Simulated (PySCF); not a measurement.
**C7H14GeO (SMILES [GeH3][O]C1CCC=CCC1): density, localisation and related maps**

```json
{"atom": "Ge", "x (Å)": "2.8993", "y (Å)": "-0.9572", "z (Å)": "-0.1874"}
{"atom": "O", "x (Å)": "1.3664", "y (Å)": "-0.5720", "z (Å)": "0.6375"}
{"atom": "C", "x (Å)": "0.1604", "y (Å)": "-0.3808", "z (Å)": "-0.0697"}
{"atom": "C", "x (Å)": "-0.3735", "y (Å)": "-1.7115", "z (Å)": "-0.5908"}
{"atom": "C", "x (Å)": "-1.6140", "y (Å)": "-1.6148", "z (Å)": "-1.4820"}
{"atom": "C", "x (Å)": "-2.8953", "y (Å)": "-1.3103", "z (Å)": "-0.7588"}
{"atom": "C", "x (Å)": "-3.1031", "y (Å)": "-0.2323", "z (Å)": "0.0050"}
{"atom": "C", "x (Å)": "-2.0879", "y (Å)": "0.8449", "z (Å)": "0.2633"}
{"atom": "C", "x (Å)": "-0.7718", "y (Å)": "0.3635", "z (Å)": "0.8758"}
{"atom": "H", "x (Å)": "2.9917", "y (Å)": "-2.4617", "z (Å)": "-0.5132"}
{"atom": "H", "x (Å)": "2.9687", "y (Å)": "-0.1285", "z (Å)": "-1.4884"}
{"atom": "H", "x (Å)": "3.9894", "y (Å)": "-0.5536", "z (Å)": "0.8132"}
{"atom": "H", "x (Å)": "0.3385", "y (Å)": "0.2754", "z (Å)": "-0.9515"}
{"atom": "H", "x (Å)": "0.4344", "y (Å)": "-2.1875", "z (Å)": "-1.1735"}
{"atom": "H", "x (Å)": "-0.5694", "y (Å)": "-2.3737", "z (Å)": "0.2689"}
{"atom": "H", "x (Å)": "-1.4328", "y (Å)": "-0.8433", "z (Å)": "-2.2553"}
{"atom": "H", "x (Å)": "-1.7266", "y (Å)": "-2.5610", "z (Å)": "-2.0315"}
{"atom": "H", "x (Å)": "-3.7133", "y (Å)": "-2.0304", "z (Å)": "-0.8688"}
{"atom": "H", "x (Å)": "-4.0818", "y (Å)": "-0.1216", "z (Å)": "0.4843"}
{"atom": "H", "x (Å)": "-2.5267", "y (Å)": "1.6012", "z (Å)": "0.9306"}
{"atom": "H", "x (Å)": "-1.8664", "y (Å)": "1.3776", "z (Å)": "-0.6816"}
{"atom": "H", "x (Å)": "-0.2030", "y (Å)": "1.2296", "z (Å)": "1.2489"}
{"atom": "H", "x (Å)": "-0.9705", "y (Å)": "-0.2809", "z (Å)": "1.7481"}
```

Geometry: PBE0-D3(BJ)/def2-SVP.

Level of theory: PySCF, B3LYP/def2-SVPD, SCF density, gas phase.

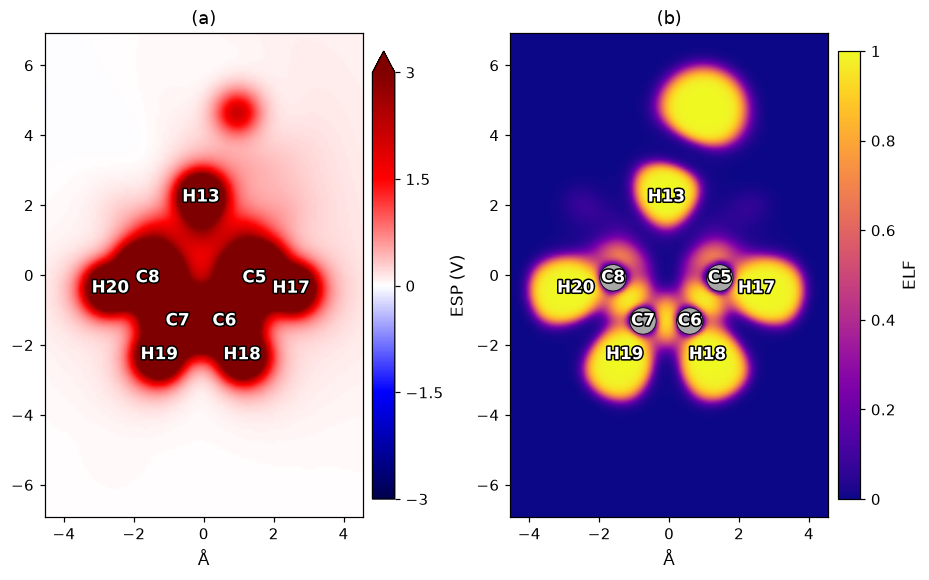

Figure 1. (a) molecular electrostatic potential; (b) electron localisation function on the plane of atoms C8, C7 and H19. Grey discs cover the atomic cores in the ELF map.

Q: Interpret the plot.

A:
- The section cuts through C and H sites.
- C–C (1.34 Å): the ELF peaks at about 0.95 between the atoms; a short, multiple covalent bond.
- C–H (1.10 Å): the ELF climbs to about 1 towards the hydrogen, as it does in any bond to H; a covalent bond by its length.
- C–C (1.50 Å): the ELF peaks at about 0.95 between the atoms: localised, covalent bonding.
- The potential has no marked negative region in this plane.

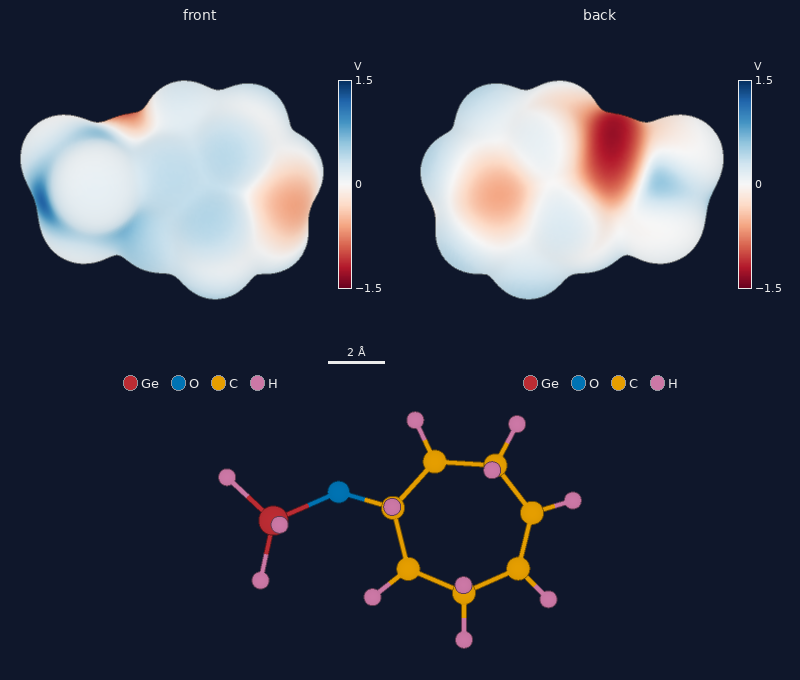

Figure 2. The electrostatic potential painted on the density surface at 0.001 e/bohr³, seen from the front and from behind; red is negative and blue positive. The bare structure is drawn below in the same view.

Q: Describe the electrostatic potential map.

A: The most negative region (about −1.3 V) lies over O2, the most positive (about +1.0 V) over Ge1. O2 is the likeliest acceptor of a hydrogen bond.

Q: What dipole moment does the calculation give?

A: Its dipole moment is 1.08 D.
